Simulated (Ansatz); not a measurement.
A series of calculations on AlNH5Cl

## 1. Relaxation

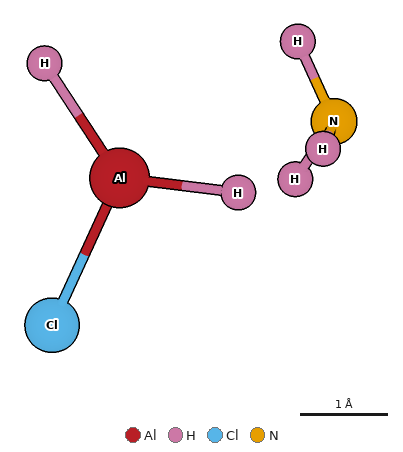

AlNH5Cl, before the relaxation. A ball-and-stick model, seen at a tilt.

The run prepares an end point of a later path (reaction) calculation, from a guessed geometry.

The calculation used Ansatz 0.2.0, RKS PBE/def2-TZVP.

The input:
```yaml
crystal:
  periodic: [false, false, false]
  atoms:
    - { symbol: Al, position_ang: [0.020517, 0.237126, -0.040685] }
    - { symbol: H, position_ang: [-0.28398, 0.363641, 1.494363] }
    - { symbol: H, position_ang: [1.475617, 0.168604, -0.667438] }
    - { symbol: Cl, position_ang: [-1.637368, 0.27022, -1.356509] }
    - { symbol: "N", position_ang: [-0.379483, -2.48577, 1.408622] }
    - { symbol: H, position_ang: [-1.056637, -2.626216, 0.653111] }
    - { symbol: H, position_ang: [0.561433, -2.71519, 1.079256] }
    - { symbol: H, position_ang: [-0.407599, -1.490215, 1.71708] }
basis:
  gaussian: { orbitals: def2-TZVP }
hamiltonian:
  xc: pbe
relax:
  f_tol: 0.03
  max_steps: 50
```

Command:
```bash
ansatz run input.yaml --threads 4 --pin off --max-ram 5120MiB --backend cpu --events-out ev --progress --plain --runs-dir out
```

Predict the outcome.

Answer. N5 moves most after the best rigid fit: 0.70 Å. By element the largest moves are N 0.70 Å, H 0.53 Å, Cl 0.42 Å, Al 0.37 Å. Near-neighbour distances that change, for instance: Al1–N5 3.110 → 2.077 Å, Al1–Cl4 2.117 → 2.168 Å, Al1–H2 1.570 → 1.600 Å, N5–H8 1.043 → 1.024 Å. New bonds form, among them: Al1–N5 (3.11 → 2.08 Å). Bond angles that change, for instance: H3–Al1–Cl4 118.3° → 114.8°, H2–Al1–H3 124.6° → 121.4°, H2–Al1–Cl4 117.0° → 114.9°. Over 9 geometry steps the energy falls by 1.169 eV. The largest force component goes from 0.79 to 0.028 eV/Å.

The structure at the end:

```xyz
8

Al   -0.0053   -0.0442    0.1939
H    -0.2442    0.8786    1.4796
H     1.4418   -0.1827   -0.4776
Cl   -1.6639   -0.1162   -1.1997
N    -0.2633   -1.9490    0.9811
H    -1.0439   -2.3859    0.4783
H     0.5665   -2.5355    0.8537
H    -0.4953   -1.9428    1.9785
```

The end point in the same view:

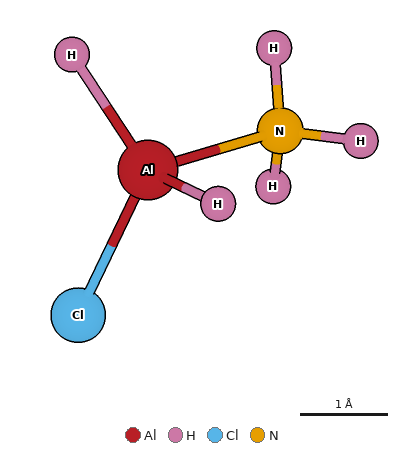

## 2. Relaxation

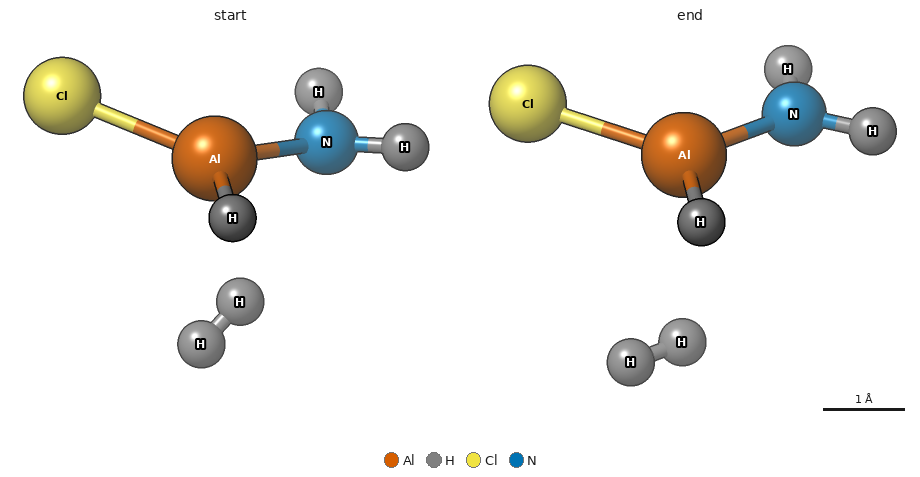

The structure of AlNH5Cl before (left) and after (right) a relaxation, at one scale.

A ball-and-stick model, seen at a tilt.

The run prepares an end point of a later path (reaction) calculation, from a guessed geometry.

Method: RKS PBE/def2-TZVP (Ansatz). Set-up: no spin polarisation; force threshold 0.03 eV/Å; at most 50 steps.

**What changed between the two?**

An H atom moves most after the best rigid fit: 0.56 Å. Largest moves by element: H 0.56 Å, N 0.39 Å, Cl 0.17 Å, Al 0.15 Å. Among the contacts that change: Al–N 1.868 → 1.771 Å, H–H 0.718 → 0.755 Å, Al–Cl 2.110 → 2.115 Å. Bond angles that change, for instance: Al–N–H 120.9° → 125.1°, Al–N–H 121.4° → 124.3°. The energy falls by 4.93 kcal/mol in 8 geometry steps. The largest force component goes from 1.7 to 0.027 eV/Å. The run took 9.9 s on 4 threads of Arm Neoverse V2, on a shared host, peak memory 0.22 GiB.

Limits of the set-up: the start holds two separate molecules, 2.3 Å apart at their closest, whose relative position is a soft coordinate and is computed without a dispersion correction.

## 3. Path

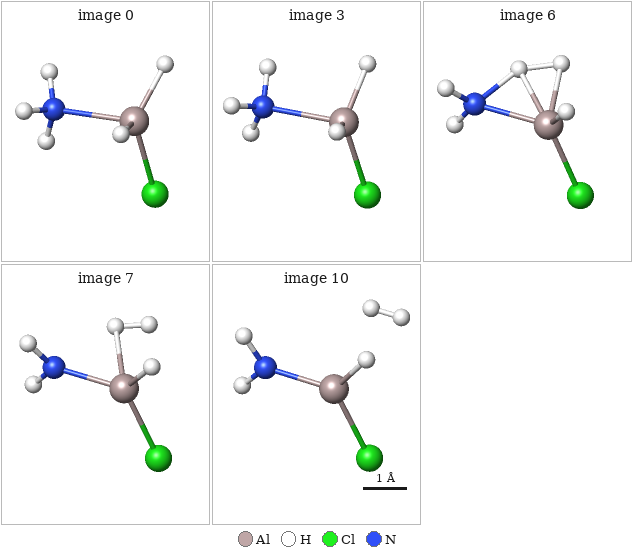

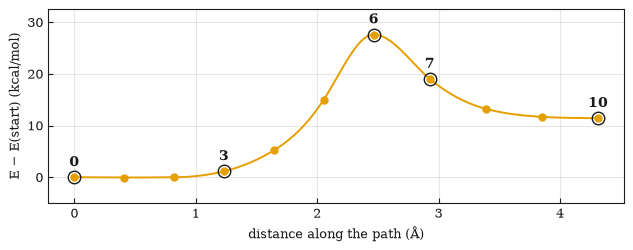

A nudged-elastic-band calculation for AlNH5Cl. Images are numbered from 0 (start) to 10 (end). A ball-and-stick model, seen from a free direction.

All numbers below come from RKS PBE/def2-TZVP in Ansatz. Set-up: 9 movable images; climbing image; force threshold 0.05 eV/Å; iteration limit 60; starting path through a guess of the saddle point.

What happens along the path, and what is the barrier?

Breaking: Al–H (1.60 → 2.94 Å), H–N (1.02 → 3.20 Å). Forming: H–H (2.88 → 0.76 Å). Forward barrier 27.6 kcal/mol, backward barrier 16.2 kcal/mol, with image 6 at the top; the reaction energy is +11.4 kcal/mol. The band converged in 15 iterations. The largest component of the band force went from 12 to 0.018 eV/Å. The climbing image converged on the top of the path. Its vibrational analysis gives one imaginary mode (1126i cm⁻¹), as a transition state must have.
